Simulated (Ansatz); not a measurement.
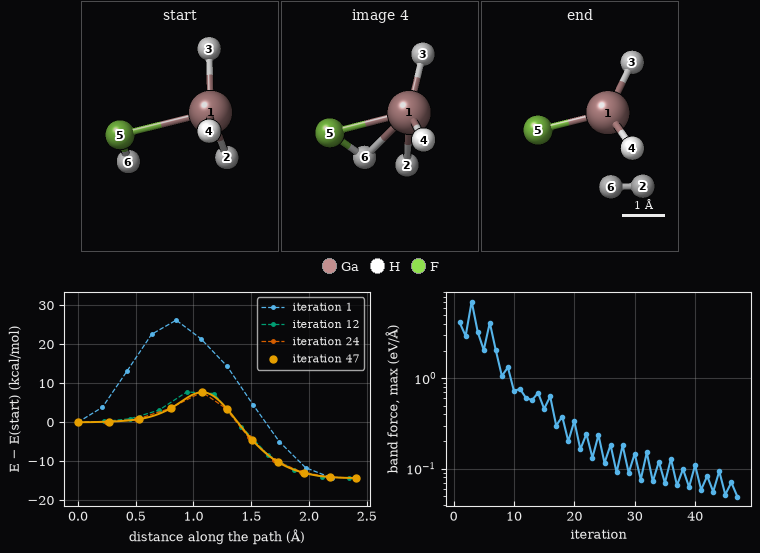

A nudged-elastic-band calculation for GaH₄F, made up at the start of GaH3 and HF. Images are numbered from 0 (start) to 10 (end). The plot follows the band through its iterations. Style: ball-and-stick. Shown from a free direction.

Method: RKS B3LYP-D4/def2-SVP in Ansatz 0.2.0. Settings: 9 movable images; climbing image; force threshold 0.05 eV/Å; iteration limit 60; optimiser L-BFGS; largest step 0.5 Å; starting path through a guess of the saddle point.

Judge this run.

Answer. The run is converged, with reservations. The band converged in 47 iterations. The largest component of the band force went from 4.2 to 0.049 eV/Å. The climbing image converged on the top of the path. Its curvatures weren't checked. The step length is far from the usual. The first iteration put the highest image at 26.2 kcal/mol. Forward barrier 7.7 kcal/mol, backward barrier 22.0 kcal/mol, with image 4 at the top; the reaction energy is −14.3 kcal/mol.
